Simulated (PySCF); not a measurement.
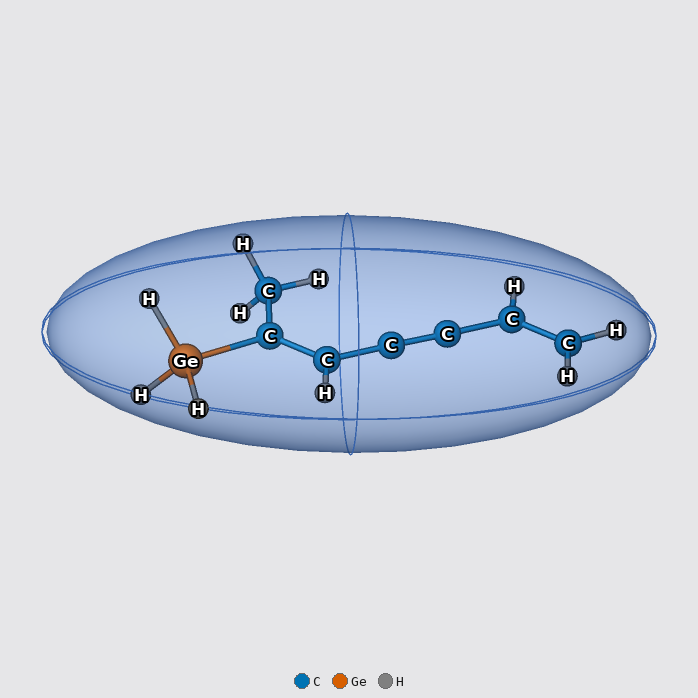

The ellipsoid shows the static dipole polarisability: its half-axes are proportional to the principal values. The computed structure is the end point of a PBE0-D3(BJ)/def2-SVP optimisation. No frequency run is at hand to confirm it as a minimum. Level of theory: CAM-B3LYP/def2-SVPD (PySCF 2.14.0).

### Give the principal values, the mean and the anisotropy.

Principal values 79.7, 103.0, 227.1 bohr³; mean 136.6 bohr³ (20.25 Å³); anisotropy 137.3 bohr³, so the longest axis is 2.85 times the shortest.
